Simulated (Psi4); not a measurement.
# A workflow on SiH3 (silyl radical)

We compute a structure relaxation (U-r2SCAN-3c/def2-mTZVPP), then vibrational wavenumbers, then a single-point energy (USCS-MP2/aug-cc-pVDZ) of SiH3 (silyl radical). 

The calculation is run with Psi4 1.11.

## (1) Starting point

SiH3: 4 atoms, total charge 0, spin state doublet. SMILES: `[SiH3]`. Geometry: relaxed at PBE0-D4/def2-TZVP. The run starts from this shape.

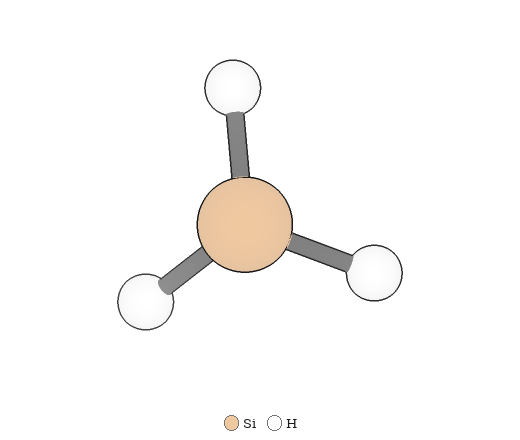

The structure, seen from a chosen angle (silicon light orange, hydrogen white).

## (2) A geometry optimisation at U-r2SCAN-3c/def2-mTZVPP (density fitting) (run 1)

Input file job.in:

```
memory 1600 mb

molecule {
  0 2
  Si     0.55516374    -0.05083363    -0.30997178
  H      1.05664036     1.25723479     2.12386319
  H     -0.42337424    -2.64873462     0.11362923
  H     -1.18842986     1.44233346    -1.92750175
  units bohr
  symmetry c1
}

set reference uks
set geom_maxiter 60

result, w = optimize('r2scan-3c', return_wfn=True)
```

Command:

```sh
$ psi4 -n 1 job.in job.out
```

job.out:

```text
[...]
  Running in c1 symmetry.
[...]
  Nuclear repulsion =   15.603296027937279
[...]
  Multiplicity = 2
[...]
  Nalpha       = 9
  Nbeta        = 8
[...]
    Number of basis functions: 42
[...]
   @DF-UKS iter   1:  -291.16699436352638   -3.36723e-01   5.79861e-03 DIIS/ADIIS
[...]
   @DF-UKS iter   7:  -291.20167153539677   -2.38742e-12   3.93436e-09 DIIS
[...]
   @S^2 Observed:                7.548671792E-01
[...]
  @DF-UKS Final Energy:  -291.20167153539677
   => Energetics <=
    Nuclear Repulsion Energy =             15.6353060727326234
    One-Electron Energy =                -433.7107565782016536
    Two-Electron Energy =                 148.8135081116408287
    DFT Exchange-Correlation Energy =     -21.9409674057264432
    Empirical Dispersion Energy =           0.0012382641578751
    VV10 Nonlocal Energy =                  0.0000000000000000
    Total Energy =                       -291.2016715353967697
  UHF NO Occupations:
  HONO-2 :    7  A 1.9996739
  HONO-1 :    8  A 1.9982179
[...]
 Multipole Moments:
 ------------------------------------------------------------------------------------
     Multipole            Electronic (a.u.)      Nuclear  (a.u.)        Total (a.u.)
 ------------------------------------------------------------------------------------
 L = 1.  Multiply by 2.5417464519 to convert [e a0] to [Debye]
 Dipole X            :          0.9650552           -0.9676304           -0.0025752
 Dipole Y            :         -0.0883580            0.0885531            0.0001951
 Dipole Z            :         -0.5388743            0.5403316            0.0014573
 Magnitude           :                                                    0.0029654
[...]
  -Total Gradient:
     Atom            X                  Y                   Z
    ------   -----------------  -----------------  -----------------
       1        0.000194804668    -0.000033531971    -0.000114269141
       2        0.000055549527    -0.000067394617    -0.000150909844
       3        0.000135599027     0.000103282453    -0.000060988888
       4        0.000160751949    -0.000075708304     0.000025453475
[...]
    Final optimized geometry and variables:
    Molecular point group: c1
    Full point group: C1
    Geometry (in Bohr), charge = 0, multiplicity = 2:
    SI           0.070323480393    -0.006435683456    -0.039269126810
    H            0.591252029720     1.300068910021     2.384361973946
    H           -0.889078328077    -2.606680114673     0.373697376452
    H           -1.654332838095     1.485263884930    -1.667959937602
    Psi4 run time: 0:00:28.70
[...]
```

Standard output:

```text
Optimizer: Optimization complete!
```

It took 31 s on 1 thread of Intel Xeon Platinum 8259CL at 2.50GHz (Skylake/Cascade Lake), shared host; peak memory 0.5 GiB.

The path in brief:

```tsv
step	energy from the first frame kept (eV)	largest force (eV/Å)
0	0.0000	0.1062
1	-0.0003	0.0459
2	-0.0003	0.0117
```

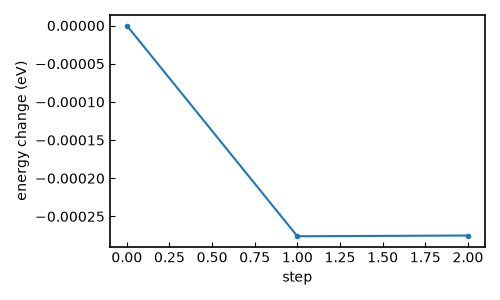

Energy along the run.

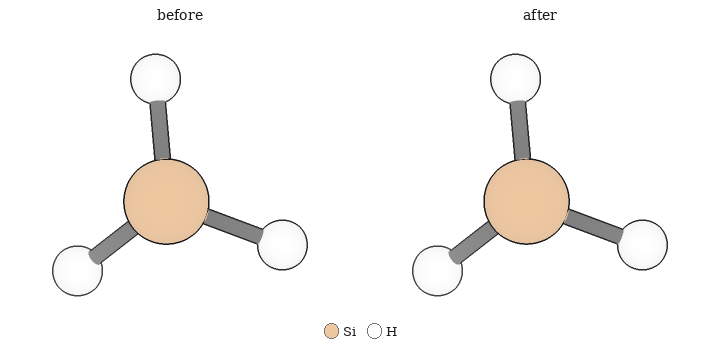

Before and after, at one scale.

After the run. Bond lengths: Si1–H2 1.483 Å, Si1–H3 1.483 Å, Si1–H4 1.483 Å. Angles: H2–Si1–H3 111.6°, H2–Si1–H4 111.6°, H3–Si1–H4 111.6°.

## (3) Vibrational wavenumbers at U-r2SCAN-3c/def2-mTZVPP (density fitting) (run 2)

Input file calc.inp:

```
memory 1600 mb

molecule m {
  0 2
  Si
  H 1 1.482859
  H 1 1.482854 2 111.64332
  H 1 1.482853 3 111.64818 2 -125.76856
}

set globals {
  reference                  uks
  t                          298.15
  rotational_symmetry_number 3
}

E, wfn = frequencies('r2scan-3c', return_wfn=True)
print_variables()
```

Command:

```sh
$ psi4 -i calc.inp -o calc.out -n 1
```

calc.out:

```text
[...]
  Running in c1 symmetry.
[...]
  Nuclear repulsion =   15.635305748796238
[...]
  Multiplicity = 2
[...]
  Nalpha       = 9
  Nbeta        = 8
[...]
    Number of basis functions: 42
[...]
   @DF-UKS iter   1:  -291.16692398499049   -3.34565e-01   5.80788e-03 DIIS/ADIIS
[...]
   @DF-UKS iter  11:  -291.20167012487167   -2.84217e-13   3.81164e-09 DIIS
[...]
   @S^2 Observed:                7.548676242E-01
[...]
  @DF-UKS Final Energy:  -291.20167012487167
   => Energetics <=
    Nuclear Repulsion Energy =             15.6353003665211006
    One-Electron Energy =                -433.7107107697089532
    Two-Electron Energy =                 148.8134603739430872
    DFT Exchange-Correlation Energy =     -21.9409583600755411
    Empirical Dispersion Energy =           0.0012382644486607
    VV10 Nonlocal Energy =                  0.0000000000000000
    Total Energy =                       -291.2016701248716686
  UHF NO Occupations:
  HONO-2 :    7  A 1.9996738
  HONO-1 :    8  A 1.9982177
[...]
  -Total Gradient:
     Atom            X                  Y                   Z
    ------   -----------------  -----------------  -----------------
       1       -0.000324199147     0.000167301467    -0.000064593349
       2       -0.000122973961     0.000027690352    -0.000151510473
       3       -0.000077785828    -0.000371757241     0.000147025489
       4       -0.000003531248    -0.000095000622    -0.000118119332
[...]
  ==> Harmonic Vibrational Analysis <==
[...]
  Freq [cm^-1]                 710.6337            937.6268            939.9547
[...]
  IR activ [km/mol]            41.1885             55.3006             55.6714
[...]
  Freq [cm^-1]                2218.0453           2251.4020           2251.9051
[...]
  IR activ [km/mol]             1.8723             90.1236             89.7220
[...]
  Total E_0, Enthalpy at 0 [K]                                                         -291.18046279 [Eh]
[...]
  Total H, Enthalpy at  298.15 [K]                                                     -291.17648377 [Eh]
[...]
  Total G, Gibbs energy at  298.15 [K]                                                 -291.20112705 [Eh]
[...]
```

It took 3 min on 1 thread of Intel Xeon Platinum 8259CL at 2.50GHz (Skylake/Cascade Lake), shared host; peak memory 0.49 GiB.

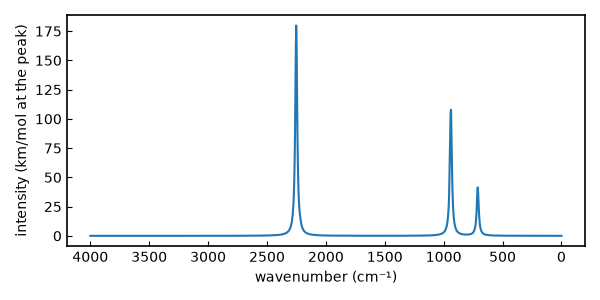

Harmonic infrared spectrum, unscaled, lines broadened by 10 cm⁻¹.

## (4) A single-point energy at USCS-MP2/aug-cc-pVDZ (density fitting) (run 3)

Input file input.in:

```
memory 1600 mb

molecule mol {
  0 2
  Si     0.292790    -0.026808    -0.163479
  H      0.568454     0.664565     1.119051
  H     -0.214903    -1.402798     0.055053
  H     -0.619858     0.762566    -1.025346
}

set {
  basis aug-cc-pVDZ
  reference uhf
  freeze_core true
}

E, wfn = energy("scs-mp2", return_wfn=True)
```

Command:

```sh
$ psi4 input.in input.out -n 1
```

input.out:

```text
[...]
  Running in c1 symmetry.
[...]
  Nuclear repulsion =   15.635305806034120
[...]
  Multiplicity = 2
[...]
  Nalpha       = 9
  Nbeta        = 8
[...]
    Number of basis functions: 54
[...]
   @UHF iter   1:  -290.60314381200504   -5.18627e-01   2.05425e-03 DIIS/ADIIS
[...]
   @UHF iter  12:  -290.62582717476442   -9.66338e-13   2.58401e-09 DIIS
[...]
   @S^2 Observed:                7.549713670E-01
[...]
    Orbital Energies [Eh]
    ---------------------
    Alpha Occupied:
       1A    -68.794960     2A     -6.143917     3A     -4.256247
       4A     -4.246777     5A     -4.246777     6A     -0.732256
       7A     -0.492960     8A     -0.492950     9A     -0.334234
    Alpha Virtual:
      10A      0.039046    11A      0.060382    12A      0.060382
      13A      0.071229    14A      0.089738    15A      0.089738
      16A      0.146504    17A      0.180126    18A      0.183890
      19A      0.183896    20A      0.199015    21A      0.199016
      22A      0.322797    23A      0.360414    24A      0.360416
      25A      0.381585    26A      0.381587    27A      0.392324
[...]
  @UHF Final Energy:  -290.62582717476442
   => Energetics <=
    Nuclear Repulsion Energy =             15.6353058060341201
    One-Electron Energy =                -433.4807039006284413
    Two-Electron Energy =                 127.2195709198299483
    Total Energy =                       -290.6258271747643676
  UHF NO Occupations:
  HONO-2 :    7  A 1.9997276
  HONO-1 :    8  A 1.9980584
  HONO-0 :    9  A 1.0000000
  LUNO+0 :   10  A 0.0019416
  LUNO+1 :   11  A 0.0002724
[...]
 Multipole Moments:
 ------------------------------------------------------------------------------------
     Multipole            Electronic (a.u.)      Nuclear  (a.u.)        Total (a.u.)
 ------------------------------------------------------------------------------------
 L = 1.  Multiply by 2.5417464519 to convert [e a0] to [Debye]
 Dipole X            :          0.9561102           -0.9676288           -0.0115186
 Dipole Y            :         -0.0874789            0.0885541            0.0010753
 Dipole Z            :         -0.5339337            0.5403302            0.0063965
 Magnitude           :                                                    0.0132193
[...]
	SCS-MP2 Total Energy (a.u.)        :  -290.73354932731127
	SOS-MP2 Total Energy (a.u.)        :  -290.73803736387174
	SCSN-MP2 Total Energy (a.u.)       :  -290.64770494160865
[...]
	SOS-PI-MP2 Total Energy (a.u.)     :  -290.74666891688003
[...]
	MP2 Total Energy (a.u.)            :  -290.72457325419032
[...]
```

Wall time 4.5 s (1 thread of Intel Xeon Platinum 8259CL at 2.50GHz (Skylake/Cascade Lake), shared host); peak memory 0.28 GiB.

## (5) Outcome

```
                                                                                 quantity             value
                                  run 1, U-r2SCAN-3c/def2-mTZVPP: total energy at the end     -291.20167 Eh
                                            run 1, U-r2SCAN-3c/def2-mTZVPP: dipole moment            0.01 D
                       run 1, U-r2SCAN-3c/def2-mTZVPP: HOMO energy (highest over α and β)          -5.61 eV
                        run 1, U-r2SCAN-3c/def2-mTZVPP: LUMO energy (lowest over α and β)          -2.88 eV
                                                     run 1, U-r2SCAN-3c/def2-mTZVPP: ⟨S²⟩             0.755
                               run 2, U-r2SCAN-3c/def2-mTZVPP: lowest harmonic wavenumber          711 cm⁻¹
                              run 2, U-r2SCAN-3c/def2-mTZVPP: highest harmonic wavenumber         2252 cm⁻¹
                                        run 2, U-r2SCAN-3c/def2-mTZVPP: zero-point energy       55.7 kJ/mol
run 2, U-r2SCAN-3c/def2-mTZVPP: ideal-gas entropy at 298.15 K (symmetry number 3 as used)  51.9 cal/(mol K)
                                                run 3, USCS-MP2/aug-cc-pVDZ: total energy     -290.73355 Eh
  run 3, USCS-MP2/aug-cc-pVDZ: HOMO energy (Hartree–Fock orbitals) (highest over α and β)          -9.09 eV
   run 3, USCS-MP2/aug-cc-pVDZ: LUMO energy (Hartree–Fock orbitals) (lowest over α and β)           0.65 eV
                 run 3, USCS-MP2/aug-cc-pVDZ: correlation energy (5 core orbitals frozen)        -107.7 mEh
                           run 3, USCS-MP2/aug-cc-pVDZ: ⟨S²⟩ of the reference determinant             0.755
```

In words: The optimisation (run 1, U-r2SCAN-3c/def2-mTZVPP) took 3 steps and changed the energy by -0.000 eV. All 6 modes (run 2, U-r2SCAN-3c/def2-mTZVPP) are real, so the shape is a minimum at this level.
